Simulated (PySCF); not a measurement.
SMILES CCC[CH2][Ge]([F])([F])[F] at its GFN2-xTB optimised geometry (Å):

```
17

C     -1.4884    -1.6501     5.3273
C     -1.8612    -2.1745     3.9460
C     -1.1809    -1.3635     2.8432
C     -1.5613    -1.8951     1.4674
Ge    -0.6966    -0.8496     0.0000
F     -1.0580    -1.2926    -1.6377
F     -1.0357     0.8496     0.0000
F      1.0357    -0.8496     0.0000
H     -1.9817    -2.2334     6.1003
H     -1.7904    -0.6112     5.4356
H     -0.4142    -1.7126     5.4825
H     -2.9446    -2.1238     3.8179
H     -1.5643    -3.2221     3.8621
H     -1.4770    -0.3151     2.9288
H     -0.0970    -1.4132     2.9719
H     -1.2493    -2.9322     1.3441
H     -2.6376    -1.8365     1.3050
```

Method: CAM-B3LYP/def2-SVP run with PySCF.

Map of the electrostatic potential (hartree/e), clipped to [-0.08, 0.12] on the plane z = 0.6 Å:

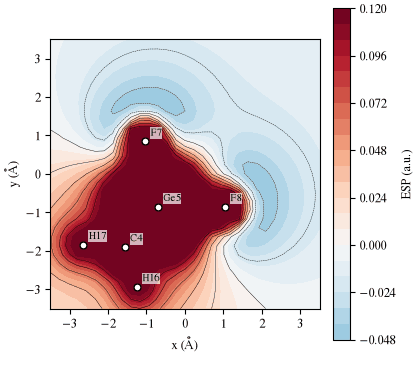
*Electrostatic potential (hartree/e), clipped to [-0.08, 0.12] on the plane z = 0.6 Å.*
